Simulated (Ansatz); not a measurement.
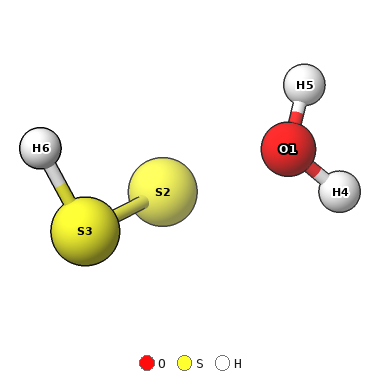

The system is H3OS2, charge +1; the picture shows the reference structure. First axis: dihedral H4–O1–S2–S3. Second axis: dihedral O1–S2–S3–H6. Nothing is relaxed (all other coordinates rigid). The grid has 10 × 10 points. Points are written as (first, second). All energies are given in kJ/mol relative to the lowest grid point. Energies and slopes of some neighbouring points disagree (a jump in structure or state, or too coarse a mesh). Computed with Ansatz, RKS r2SCAN-D4/def2-TZVP.

Its coordinates:

```xyz
6

O    -0.9762    0.4037   -0.6039
S     0.0104   -0.9346    0.5974
S     1.8687   -0.6456    0.2098
H    -1.5057   -0.0804   -1.2638
H    -1.5830    0.9481   -0.0692
H     2.1858    0.3089    1.1297
```

Range: dihedral H4–O1–S2–S3 from −180 to 144°; dihedral O1–S2–S3–H6 from −180 to 144°.

Q: Predict the map.

A: The lowest grid point is at (108°, 72°). Other grid points that lie below all their neighbours: (144°, −72°) (0.40 kJ/mol higher); (−72°, 108°) (10 kJ/mol higher); (−72°, −108°) (10 kJ/mol higher). The highest grid point, (0°, 0°), lies 198 kJ/mol above the lowest.

| dihedral O1–S2–S3–H6 ↓, dihedral H4–O1–S2–S3 → | −180 | −144 | −108 | −72 | −36 | 0 | 36 | 72 | 108 | 144 |
| --- | --- | --- | --- | --- | --- | --- | --- | --- | --- | --- |
| 144 | 75 | 79 | 78 | 74 | 77 | 83 | 84 | 76 | 68 | 68 |
| 108 | 10 | 15 | 13 | 10 | 11 | 14 | 14 | 7 | 0 | 2 |
| 72 | 14 | 19 | 16 | 12 | 13 | 14 | 11 | 4 | 0 | 4 |
| 36 | 83 | 90 | 87 | 81 | 83 | 84 | 77 | 68 | 64 | 70 |
| 0 | 182 | 195 | 196 | 189 | 191 | 198 | 192 | 179 | 171 | 172 |
| −36 | 70 | 80 | 85 | 82 | 83 | 89 | 89 | 79 | 67 | 64 |
| −72 | 6 | 13 | 14 | 12 | 13 | 18 | 18 | 11 | 2 | 0 |
| −108 | 9 | 15 | 13 | 10 | 10 | 14 | 14 | 7 | 1 | 2 |
| −144 | 78 | 84 | 81 | 75 | 75 | 78 | 78 | 73 | 68 | 70 |
| −180 | 188 | 191 | 187 | 181 | 182 | 189 | 191 | 187 | 180 | 181 |

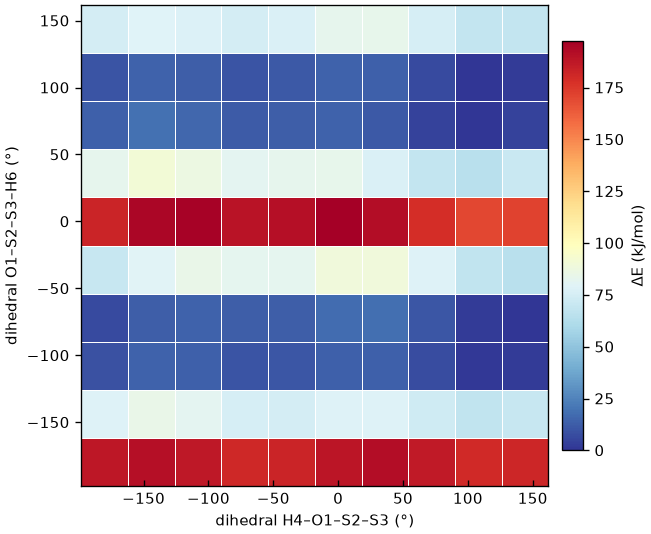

Drawn: one coloured cell a grid point.

The whole map (100 points run) took 12 min on 1 thread of Arm Neoverse V2 (shared host).
